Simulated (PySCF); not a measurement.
C8H7N, SMILES `c1ccn2cccc2c1`.

Computed with PySCF, ωB97X/def2-SVP, geometry: GFN2-xTB. No frequency check shows the geometry to be a minimum. Without diffuse functions Rydberg states are missing, so the states' numbers hold for this basis only.

Coordinates in Å:

```
C1       2.1208    0.6923    0.0000
C2       2.0768   -0.7225    0.0000
C3       0.8836   -1.3697    0.0000
N4      -0.2767   -0.6631    0.0000
C5      -1.5560   -1.0992    0.0000
C6      -2.3913   -0.0021    0.0000
C7      -1.5994    1.1475    0.0000
C8      -0.2754    0.7338    0.0000
C9       0.9591    1.4063    0.0000
H10      3.0774    1.1905    0.0000
H11      2.9937   -1.2892    0.0000
H12      0.7944   -2.4461    0.0000
H13     -1.7920   -2.1455    0.0000
H14     -3.4637   -0.0352    0.0000
H15     -1.9390    2.1638    0.0000
H16      0.9566    2.4851    0.0000
```

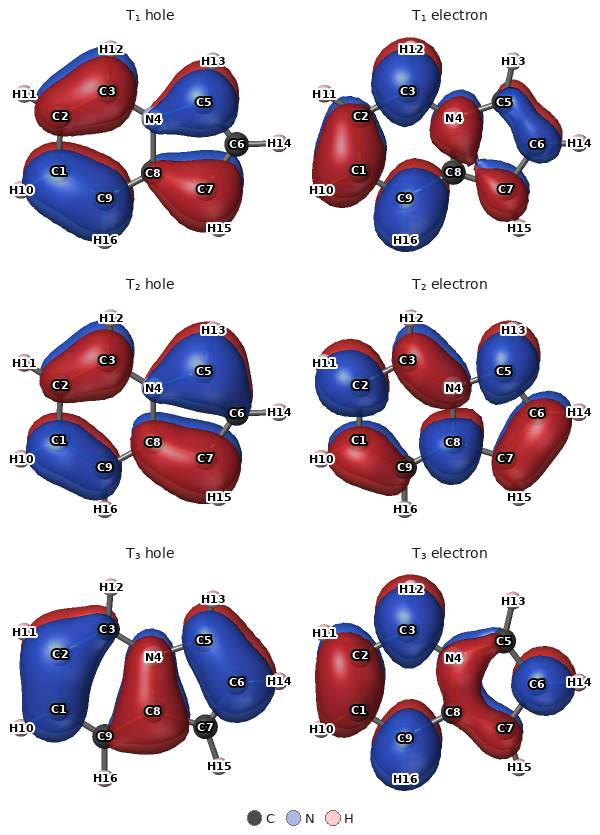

Leading natural transition orbitals (full linear response triplet states).

Give the energy and character of each state.

By state:
- T₁: 2.54 eV (489 nm), spin-forbidden from the singlet ground state, π → π*; the leading pair carries 91 %; hole on C9 (16 %), C1 and C3 (15 % each) and C7 (13 %), electron on C9 (21 %), C3 (18 %) and C1 (17 %); their centroids lie 0.4 Å apart.
- T₂: 3.69 eV (336 nm), spin-forbidden from the singlet ground state, π → π*; the leading pair carries 92 %; hole on C5 (22 %), C7 (17 %) and C3 and C8 (11 % each), electron on C2 and C8 (16 % each), C5 (15 %) and N4 (9 %); their centroids lie 0.4 Å apart.
- T₃: 4.47 eV (277 nm), spin-forbidden from the singlet ground state, π → π*; the leading pair carries 94 %; hole on C2 (18 %), C6 and C8 (15 % each) and C5 (12 %), electron on C3 (22 %), C9 (18 %) and C2 (14 %); their centroids lie 0.6 Å apart.
